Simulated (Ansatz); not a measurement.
## Nudged elastic band, with input and output: SiPH₆OF

SiPH₆OF, computed with RKS PBE0-D4/6-31G* (Ansatz 0.2.0).

It belongs to a series of runs on one base structure; here: band between the two ends.

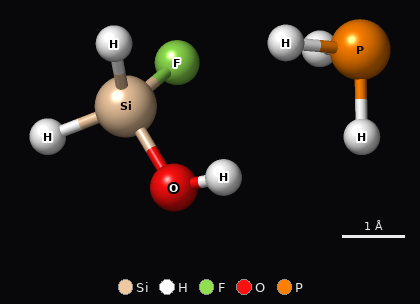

The structure as given in the input (ball-and-stick view, seen at a tilt). Bond lengths as drawn: F–Si 1.61 Å, H–O 0.97 Å, H–P 1.42 Å, H–Si 1.48 to 1.49 Å and O–Si 1.64 Å.

## Input
```yaml
crystal:
  periodic: [false, false, false]
  atoms:
    - { symbol: Si, position_ang: [-0.249983, 0.427185, -0.133799] }
    - { symbol: H, position_ang: [-0.084384, 0.707055, 1.317553] }
    - { symbol: F, position_ang: [1.234045, 0.356182, -0.751532] }
    - { symbol: H, position_ang: [-1.011627, 1.478305, -0.841021] }
    - { symbol: O, position_ang: [-1.068429, -0.974648, -0.393919] }
    - { symbol: H, position_ang: [-0.757817, -1.748442, 0.092308] }
    - { symbol: P, position_ang: [1.795624, -2.856848, 1.376508] }
    - { symbol: H, position_ang: [0.740328, -3.502826, 0.669654] }
    - { symbol: H, position_ang: [2.038398, -1.912056, 0.344467] }
    - { symbol: H, position_ang: [0.917443, -1.991407, 2.08888] }
basis:
  gaussian: { orbitals: "6-31G*" }
hamiltonian:
  xc: pbe0
  dispersion: d4
neb:
  order_check: false
  images: 7
  f_tol: 0.05
  max_iterations: 58
  final_atoms:
    - { symbol: Si, position_ang: [0.27877822, -0.405957, -0.43031653] }
    - { symbol: H, position_ang: [-0.0800992, -0.0383878, 2.99065652] }
    - { symbol: F, position_ang: [1.07123735, 0.23595921, -1.67740141] }
    - { symbol: H, position_ang: [-0.15855876, 0.67960737, 0.47380151] }
    - { symbol: O, position_ang: [-1.11666107, -1.11891158, -0.94164515] }
    - { symbol: H, position_ang: [-1.03151735, -1.92095082, -1.47094511] }
    - { symbol: P, position_ang: [1.75895933, -1.77215053, 0.57274497] }
    - { symbol: H, position_ang: [0.76983953, -2.53554803, 1.25284896] }
    - { symbol: H, position_ang: [1.85078539, -2.67393262, -0.5259752] }
    - { symbol: H, position_ang: [0.21083457, -0.46722819, 3.52533044] }
  initial_path:
    images:
      - { positions_ang: [[-0.249983, 0.427185, -0.133799], [-0.084384, 0.707055, 1.317553], [1.234045, 0.356182, -0.751532], [-1.011627, 1.478305, -0.841021], [-1.068429, -0.974648, -0.393919], [-0.757817, -1.748442, 0.092308], [1.795624, -2.856848, 1.376508], [0.740328, -3.502826, 0.669654], [2.038398, -1.912056, 0.344467], [0.917443, -1.991407, 2.08888]] }
      - { positions_ang: [[-0.19150796, 0.31878603, -0.10071808], [-0.06825434, 0.52900588, 1.44029482], [1.29658537, 0.27177355, -0.6956137], [-0.93941838, 1.40194375, -0.75326086], [-0.99705716, -1.07870481, -0.43581632], [-0.87616893, -1.77721823, 0.12177806], [1.67414269, -2.62996456, 1.22854596], [0.68862636, -3.41021522, 0.6684823], [2.14974575, -1.95216201, 0.25724972], [0.81690459, -1.69074438, 2.0381571]] }
      - { positions_ang: [[-0.13303292, 0.21038705, -0.06763716], [-0.05212468, 0.35095676, 1.56303664], [1.35912575, 0.18736509, -0.6396954], [-0.86720977, 1.3255825, -0.66550072], [-0.92568531, -1.18276162, -0.47771365], [-0.99452085, -1.80599446, 0.15124813], [1.55266139, -2.40308112, 1.08058391], [0.63692472, -3.31760444, 0.6673106], [2.26109349, -1.99226801, 0.17003245], [0.71636619, -1.39008175, 1.9874342]] }
      - { positions_ang: [[-0.07455788, 0.10198808, -0.03455624], [-0.03599502, 0.17290763, 1.68577846], [1.42166612, 0.10295664, -0.5837771], [-0.79500115, 1.24922125, -0.57774058], [-0.85431347, -1.28681843, -0.51961097], [-1.11287278, -1.83477069, 0.18071819], [1.43118008, -2.17619768, 0.93262187], [0.58522308, -3.22499366, 0.6661389], [2.37244124, -2.03237402, 0.08281517], [0.61582778, -1.08941913, 1.93671131]] }
      - { positions_ang: [[-0.01608283, -0.00641089, -0.00147532], [-0.01986537, -0.00514149, 1.80852028], [1.4842065, 0.01854819, -0.5278588], [-0.72279254, 1.17285999, -0.48998044], [-0.78294163, -1.39087524, -0.56150829], [-1.2312247, -1.86354692, 0.21018826], [1.30969877, -1.94931424, 0.78465982], [0.53352143, -3.13238288, 0.6649672], [2.48378898, -2.07248003, -0.00440211], [0.51528938, -0.7887565, 1.88598841]] }
      - { positions_ang: [[0.05763243, -0.10629742, -0.10868562], [-0.03492383, -0.01345307, 2.10405434], [1.38096421, 0.07290094, -0.81524446], [-0.58173409, 1.04954684, -0.24903496], [-0.86637149, -1.32288432, -0.65654251], [-1.18129786, -1.8778979, -0.21009508], [1.42201391, -1.90502331, 0.73168111], [0.59260096, -2.98317416, 0.81193764], [2.32553808, -2.22284317, -0.13479538], [0.43917568, -0.70837442, 2.29582392]] }
      - { positions_ang: [[0.13134769, -0.20618395, -0.21589592], [-0.04998228, -0.02176465, 2.3995884], [1.27772192, 0.1272537, -1.10263011], [-0.44067565, 0.92623368, -0.00808947], [-0.94980135, -1.25489341, -0.75157672], [-1.13137103, -1.89224887, -0.63037842], [1.53432905, -1.86073238, 0.67870239], [0.65168048, -2.83396545, 0.95890808], [2.16728718, -2.37320632, -0.26518865], [0.36306197, -0.62799235, 2.70565942]] }
      - { positions_ang: [[0.20506296, -0.30607047, -0.32310622], [-0.06504074, -0.03007622, 2.69512246], [1.17447963, 0.18160645, -1.39001576], [-0.29961721, 0.80292052, 0.23285602], [-1.03323121, -1.1869025, -0.84661094], [-1.08144419, -1.90659985, -1.05066177], [1.64664419, -1.81644145, 0.62572368], [0.71076001, -2.68475674, 1.10587852], [2.00903628, -2.52356947, -0.39558193], [0.28694827, -0.54761027, 3.11549493]] }
      - { positions_ang: [[0.27877822, -0.405957, -0.43031653], [-0.0800992, -0.0383878, 2.99065652], [1.07123735, 0.23595921, -1.67740141], [-0.15855876, 0.67960737, 0.47380151], [-1.11666107, -1.11891158, -0.94164515], [-1.03151735, -1.92095082, -1.47094511], [1.75895933, -1.77215053, 0.57274497], [0.76983953, -2.53554803, 1.25284896], [1.85078539, -2.67393262, -0.5259752], [0.21083457, -0.46722819, 3.52533044]] }
```

Hardware: 1 thread of Arm Neoverse V1, 24 GiB of memory available, shared host.

Launch command:
```bash
ansatz run input.yaml --threads 1 --pin off --max-ram 2048MiB --backend cpu --events-out ev --progress --plain --runs-dir out
```

## The program's output
```
Engine: ansatz 0.2.0, aarch64-unknown-linux-gnu
Functional definition: PBE0
  parameter a = 0.25
  parameter kappa = 0.804
  parameter beta = 0.06672455060314922
  exchange = (1 - a)*pbe_x(kappa = kappa, mu = beta*pi^2/3) + a*exact_x
  correlation = pbe_c(beta = beta)
827 factors; integrals over basis functions are off by at most 5.9e-4 eV
mean field evaluation 1: about -22012.8825 eV, gradient 5.1e1 eV
mean field evaluation 2: about -22007.2394 eV, gradient 7.6e1 eV
mean field evaluation 4: about -22017.1320 eV, gradient 2.8e0 eV
mean field evaluation 8: about -22017.1636 eV, gradient 9.5e-2 eV
mean field evaluation 16: about -22017.1636 eV, gradient 2.3e-5 eV
mean field -22017.16363323 eV, -809.1158397517 hartree, gradient 2.3e-5 eV, S^2 0.000000; 0 other end points of the search recorded, 0 dependent functions left out
the calculation of the forces begins
reference -22017.16366271 eV, -809.1158408352 hartree; 26, 26 occupied and 54, 54 virtual orbitals, 827 factors
828 factors; integrals over basis functions are off by at most 9.0e-4 eV
mean field -22017.14208685 eV, -809.1150479370 hartree, gradient 4.5e-5 eV, S^2 0.000000; 0 other end points of the search recorded, 0 dependent functions left out
[... from here on the field's lines of each further geometry are left out, up to the last ...]
NEB iter   1: max|band force component| = 4.474e1 eV/Å  barrier→ = 7.5973 eV  barrier← = 7.5942 eV  Δτ_max = 0.2000 Å  (228 SCF iters)
NEB iter   2: max|band force component| = 3.869e0 eV/Å  barrier→ = 3.8819 eV  barrier← = 3.8787 eV  Δτ_max = 0.2000 Å  (209 SCF iters)
NEB iter   3: max|band force component| = 2.587e0 eV/Å  barrier→ = 3.2243 eV  barrier← = 3.2211 eV  Δτ_max = 0.2000 Å  (191 SCF iters)
NEB iter   4: max|band force component| = 1.499e0 eV/Å  barrier→ = 2.4494 eV  barrier← = 2.4463 eV  Δτ_max = 0.1953 Å  (197 SCF iters)
NEB iter   5: max|band force component| = 1.950e0 eV/Å  barrier→ = 2.3149 eV  barrier← = 2.3118 eV  Δτ_max = 0.1001 Å  (190 SCF iters)
NEB iter   6: max|band force component| = 1.387e0 eV/Å  barrier→ = 2.2083 eV  barrier← = 2.2051 eV  Δτ_max = 0.0994 Å  (196 SCF iters)
NEB iter   7: max|band force component| = 1.267e0 eV/Å  barrier→ = 2.0862 eV  barrier← = 2.0830 eV  CI = image 4  Δτ_max = 0.1996 Å  (194 SCF iters)
NEB iter   8: max|band force component| = 1.490e0 eV/Å  barrier→ = 2.6873 eV  barrier← = 2.6842 eV  CI = image 4  Δτ_max = 0.1015 Å  (193 SCF iters)
NEB iter   9: max|band force component| = 1.265e0 eV/Å  barrier→ = 2.8288 eV  barrier← = 2.8256 eV  CI = image 4  Δτ_max = 0.2000 Å  (196 SCF iters)
NEB iter  10: max|band force component| = 1.884e0 eV/Å  barrier→ = 3.1116 eV  barrier← = 3.1084 eV  CI = image 4  Δτ_max = 0.1007 Å  (193 SCF iters)
NEB iter  11: max|band force component| = 1.321e0 eV/Å  barrier→ = 3.0117 eV  barrier← = 3.0085 eV  CI = image 4  Δτ_max = 0.2000 Å  (192 SCF iters)
NEB iter  12: max|band force component| = 2.990e-1 eV/Å  barrier→ = 2.8968 eV  barrier← = 2.8936 eV  CI = image 4  Δτ_max = 0.2000 Å  (194 SCF iters)
NEB iter  13: max|band force component| = 1.543e-1 eV/Å  barrier→ = 2.8474 eV  barrier← = 2.8442 eV  CI = image 4  Δτ_max = 0.0626 Å  (198 SCF iters)
NEB iter  14: max|band force component| = 1.729e-1 eV/Å  barrier→ = 2.8407 eV  barrier← = 2.8375 eV  CI = image 4  Δτ_max = 0.0313 Å  (195 SCF iters)
NEB iter  15: max|band force component| = 1.315e-1 eV/Å  barrier→ = 2.8368 eV  barrier← = 2.8337 eV  CI = image 4  Δτ_max = 0.0313 Å  (194 SCF iters)
NEB iter  16: max|band force component| = 1.215e-1 eV/Å  barrier→ = 2.8347 eV  barrier← = 2.8316 eV  CI = image 4  Δτ_max = 0.0311 Å  (197 SCF iters)
NEB iter  17: max|band force component| = 6.269e-2 eV/Å  barrier→ = 2.8342 eV  barrier← = 2.8311 eV  CI = image 4  Δτ_max = 0.0194 Å  (186 SCF iters)
NEB iter  18: max|band force component| = 7.125e-2 eV/Å  barrier→ = 2.8335 eV  barrier← = 2.8304 eV  CI = image 4  Δτ_max = 0.0097 Å  (156 SCF iters)
the calculation of the forces begins
reference -22017.09730557 eV, -809.1134022553 hartree; 26, 26 occupied and 54, 54 virtual orbitals, 828 factors
827 factors; integrals over basis functions are off by at most 7.3e-4 eV
mean field evaluation 1120: about -22014.2988 eV, gradient 1.6e-2 eV
mean field -22014.29877000 eV, -809.0105579698 hartree, gradient 1.7e-5 eV, S^2 0.000000; 1 other end points of the search recorded, 0 dependent functions left out
the calculation of the forces begins
reference -22014.29879720 eV, -809.0105589695 hartree; 26, 26 occupied and 54, 54 virtual orbitals, 827 factors
NEB iter  19: max|band force component| = 3.694e-2 eV/Å  barrier→ = 2.8333 eV  barrier← = 2.8301 eV  CI = image 4  Δτ_max = 0.0000 Å  (340 SCF iters)
```

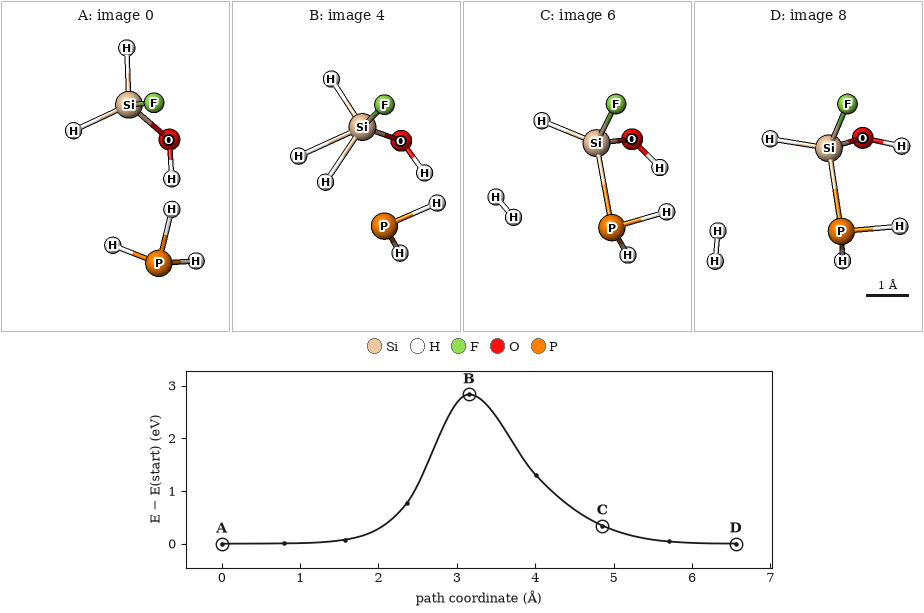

Images of the last band (counted from 0; ball-and-stick, seen at a tilt) above the energy along the path; the line is a cubic interpolation that uses the forces. The highest image is number 4, 2.833 eV above the start and 2.830 eV above the end (the climbing image); the end lies 0.003 eV above the start. The path is 6.56 Å long. The band converged in 19 iterations.

```
Total energy: -22014.47710699 eV, -809.0171117334 hartree
Atom 0 at     0.035050    -0.137599     0.080726 Å, force    -0.016935    -0.009262    -0.002738 eV/Å
Atom 1 at     0.036823     0.213534     1.748977 Å, force    -0.002818     0.005153     0.017753 eV/Å
Atom 2 at     1.413126     0.298291    -0.611865 Å, force     0.019464     0.001548    -0.004965 eV/Å
Atom 3 at    -0.772871     1.096159    -0.020016 Å, force    -0.004153     0.002226    -0.000558 eV/Å
Atom 4 at    -1.026338    -1.222209    -0.534014 Å, force     0.019919     0.001178     0.018383 eV/Å
Atom 5 at    -0.718535    -2.139018    -0.526834 Å, force    -0.013963    -0.010068    -0.017834 eV/Å
Atom 6 at     1.553630    -2.105604     1.112784 Å, force     0.002344    -0.004844    -0.015084 eV/Å
Atom 7 at     0.538579    -3.104811     1.145431 Å, force     0.003289     0.008959     0.000447 eV/Å
Atom 8 at     1.921573    -2.335045    -0.238290 Å, force    -0.004486    -0.000892     0.010684 eV/Å
Atom 9 at     0.572562    -0.581199     1.612199 Å, force    -0.002661     0.006001    -0.006087 eV/Å
Dipole moment:    -0.277116    -0.103482     0.045026 e Å
this run last wrote the band of iteration 19 to [file]
```

## The last band as extended XYZ (Å, eV, eV/Å)
```
10
Properties=species:S:1:pos:R:3:forces:R:3 image=0 energy=-22017.31036
Si   -0.2500    0.4272   -0.1338   -0.0189   0.0011   0.0064
H    -0.0844    0.7071    1.3176    0.0022   0.0001  -0.0004
F     1.2340    0.3562   -0.7515    0.0164   0.0001  -0.0071
H    -1.0116    1.4783   -0.8410    0.0007  -0.0024  -0.0002
O    -1.0684   -0.9746   -0.3939   -0.0001   0.0053  -0.0022
H    -0.7578   -1.7484    0.0923    0.0000  -0.0030   0.0028
P     1.7956   -2.8568    1.3765   -0.0135  -0.0008  -0.0013
H     0.7403   -3.5028    0.6697    0.0097   0.0068   0.0077
H     2.0384   -1.9121    0.3445   -0.0007   0.0018   0.0008
H     0.9174   -1.9914    2.0889    0.0043  -0.0089  -0.0065
10
Properties=species:S:1:pos:R:3:forces:R:3 image=1 energy=-22017.30470
Si   -0.2688    0.4003   -0.0947    0.0005   0.0061  -0.0011
H    -0.1933    0.5263    1.3855   -0.0017   0.0051  -0.0023
F     1.2467    0.4584   -0.6313   -0.0011   0.0030  -0.0020
H    -1.0435    1.4898   -0.7251   -0.0017   0.0011  -0.0050
O    -1.0044   -0.9972   -0.5509   -0.0018   0.0008  -0.0002
H    -0.6814   -1.8064   -0.1356   -0.0005  -0.0005   0.0063
P     1.8073   -2.8150    1.3684    0.0015  -0.0047   0.0008
H     0.5660   -3.4259    1.0269    0.0019  -0.0049  -0.0033
H     1.9357   -2.1449    0.1224    0.0011   0.0024   0.0013
H     1.1893   -1.7028    2.0035    0.0017  -0.0084   0.0056
10
Properties=species:S:1:pos:R:3:forces:R:3 image=2 energy=-22017.23308
Si   -0.2356    0.2760   -0.0034   -0.0437   0.0598  -0.0329
H    -0.1477    0.3080    1.4812   -0.0405   0.0160  -0.0321
F     1.2740    0.3495   -0.5555   -0.0367   0.0391   0.0031
H    -0.9975    1.4300   -0.5135   -0.0462   0.0508  -0.0823
O    -1.0062   -1.0584   -0.5763   -0.0159   0.0333  -0.0174
H    -0.6516   -1.9238   -0.3388    0.0123   0.0519   0.0475
P     1.7673   -2.5768    1.3671    0.0452  -0.1053   0.0205
H     0.5059   -3.2256    1.2317    0.0088  -0.0414   0.0070
H     1.8687   -2.2697   -0.0169    0.0079  -0.0044   0.0277
H     1.1763   -1.3265    1.6935    0.1088  -0.0998   0.0589
10
Properties=species:S:1:pos:R:3:forces:R:3 image=3 energy=-22016.53185
Si   -0.1105    0.0982    0.0939   -0.4310   0.6407   0.0654
H    -0.0197    0.2539    1.5932   -0.1669   0.0427  -0.3877
F     1.3544    0.2434   -0.5656   -0.2169  -0.0839   0.1589
H    -0.8790    1.2771   -0.2472   -0.3661   0.4682  -0.5395
O    -0.9861   -1.1612   -0.5045    0.1247   0.1551   0.1022
H    -0.6829   -2.0762   -0.4719    0.1101   0.1657   0.1187
P     1.6501   -2.2637    1.2842    0.2893  -0.3966   0.4200
H     0.5053   -3.1047    1.2075   -0.0103  -0.0178   0.0972
H     1.8451   -2.2474   -0.1302   -0.1753   0.3098   0.2336
H     0.8769   -1.0369    1.5097    0.8424  -1.2840  -0.2687
10
Properties=species:S:1:pos:R:3:forces:R:3 image=4 energy=-22014.47708
Si    0.0350   -0.1376    0.0807   -0.0169  -0.0093  -0.0027
H     0.0368    0.2135    1.7490   -0.0028   0.0052   0.0178
F     1.4131    0.2983   -0.6119    0.0195   0.0015  -0.0050
H    -0.7729    1.0962   -0.0200   -0.0042   0.0022  -0.0006
O    -1.0263   -1.2222   -0.5340    0.0199   0.0012   0.0184
H    -0.7185   -2.1390   -0.5268   -0.0140  -0.0101  -0.0178
P     1.5536   -2.1056    1.1128    0.0023  -0.0048  -0.0151
H     0.5386   -3.1048    1.1454    0.0033   0.0090   0.0004
H     1.9216   -2.3350   -0.2383   -0.0045  -0.0009   0.0107
H     0.5726   -0.5812    1.6122   -0.0027   0.0060  -0.0061
10
Properties=species:S:1:pos:R:3:forces:R:3 image=5 energy=-22016.00398
Si    0.1602   -0.3194   -0.0455    0.2489  -0.3746  -0.3347
H     0.0223    0.2207    2.1250   -0.0782   0.1184   0.6539
F     1.3972    0.3247   -0.8538   -0.0093  -0.0156  -0.5384
H    -0.6222    0.9247    0.2394    0.3012  -0.3639   0.3439
O    -1.0535   -1.2201   -0.7028    0.0094  -0.0659  -0.3423
H    -0.8153   -2.1555   -0.6737   -0.1816  -0.0934  -0.2519
P     1.5060   -1.9859    0.9312   -0.1086   0.2806  -0.2524
H     0.5421   -3.0362    1.0574   -0.0134   0.1851  -0.0206
H     1.9477   -2.3920   -0.3514    0.0693  -0.1562  -0.0844
H     0.4691   -0.3785    2.0434   -0.2377   0.4854   0.8271
10
Properties=species:S:1:pos:R:3:forces:R:3 image=6 energy=-22016.96533
Si    0.2068   -0.3784   -0.1870    0.0403  -0.0736  -0.1293
H    -0.0332    0.1910    2.5108   -0.0605   0.0277   0.2732
F     1.2663    0.2916   -1.1967   -0.0819  -0.0644  -0.3076
H    -0.4400    0.7808    0.4647    0.1451  -0.1195   0.1213
O    -1.0582   -1.1880   -0.8663   -0.0077   0.0098  -0.1489
H    -0.9165   -2.1402   -0.9220   -0.0556  -0.0130  -0.1826
P     1.5407   -1.9016    0.8509    0.0304   0.0732  -0.0208
H     0.5523   -2.9162    1.0223   -0.0101   0.1209   0.0357
H     1.9685   -2.3977   -0.4123    0.0225  -0.0249   0.0079
H     0.4669   -0.3587    2.5046   -0.0226   0.0638   0.3512
10
Properties=species:S:1:pos:R:3:forces:R:3 image=7 energy=-22017.26866
Si    0.2287   -0.4078   -0.3170    0.0000  -0.0060  -0.0318
H    -0.1175    0.0859    2.8745   -0.0121  -0.0070   0.0468
F     1.1363    0.2509   -1.4725   -0.0193  -0.0144  -0.0431
H    -0.2941    0.6896    0.5219    0.0220  -0.0126   0.0008
O    -1.1077   -1.1472   -0.9369    0.0017  -0.0015  -0.0061
H    -0.9763   -2.0353   -1.2892   -0.0146   0.0109  -0.0544
P     1.6211   -1.8236    0.7524    0.0153   0.0143  -0.0099
H     0.6135   -2.7685    1.0948    0.0067   0.0278   0.0203
H     1.9894   -2.4931   -0.4483    0.0032  -0.0191   0.0008
H     0.4602   -0.3684    2.9894   -0.0029   0.0076   0.0765
10
Properties=species:S:1:pos:R:3:forces:R:3 image=8 energy=-22017.30718
Si    0.2788   -0.4060   -0.4303   -0.0030  -0.0009  -0.0123
H    -0.0801   -0.0384    2.9907    0.0116  -0.0180   0.0229
F     1.0712    0.2360   -1.6774   -0.0063  -0.0050   0.0122
H    -0.1586    0.6796    0.4738    0.0019  -0.0021  -0.0006
O    -1.1167   -1.1189   -0.9416    0.0026  -0.0012  -0.0053
H    -1.0315   -1.9210   -1.4709    0.0003   0.0061   0.0044
P     1.7590   -1.7722    0.5727   -0.0006  -0.0112   0.0029
H     0.7698   -2.5355    1.2528    0.0068   0.0082  -0.0072
H     1.8508   -2.6739   -0.5260   -0.0023   0.0056   0.0058
H     0.2108   -0.4672    3.5253   -0.0111   0.0185  -0.0227
```

## Key numbers

```tsv
quantity	value
outcome	converged
barrier, forward	2.833 eV
barrier, backward	2.830 eV
wall time	8.4 min
peak memory	0.16 GiB
```

The order of the saddle point was not checked.
